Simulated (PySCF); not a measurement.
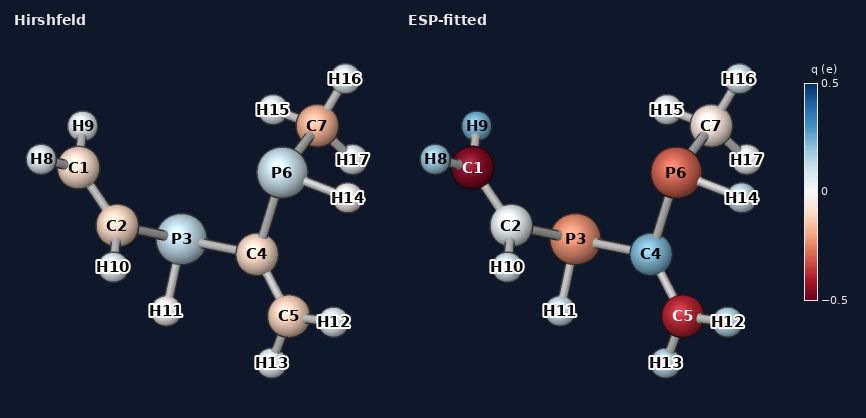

Atomic charges of one calculation by 2 schemes, on one colour scale. The geometry was computed by an optimisation with GFN2-xTB. No frequency run is at hand to confirm it as a minimum. Level of theory: PBE0/pcSseg-1 (PySCF 2.14.0).

Which scheme gives the most polar picture (largest mean size of the charges)?

Answer. The ESP-fitted charges are the largest in size here.

On which atom do the schemes disagree most?

Answer. On P6 (from −0.29 to 0.11 e).

List the charges (e), one line for each set of equivalent atoms.

```tsv
atom	Hirshfeld	ESP-fitted
C1	−0.08	−0.46
C2	−0.10	0.03
P3	0.12	−0.23
C4	−0.09	0.22
C5	−0.11	−0.38
P6	0.11	−0.29
C7	−0.17	−0.05
H8	0.05	0.18
H9	0.05	0.23
H10	0.04	0.08
H11	−0.01	0.11
H12	0.04	0.14
H13	0.04	0.14
H14	−0.02	0.12
H15	0.04	0.04
H16	0.04	0.09
H17	0.04	0.01
```

The geometry is semi-empirical. Around P such bond lengths and angles can be off by a tenth of an ångström or more and by several degrees, and values that hang on the shape move with them.
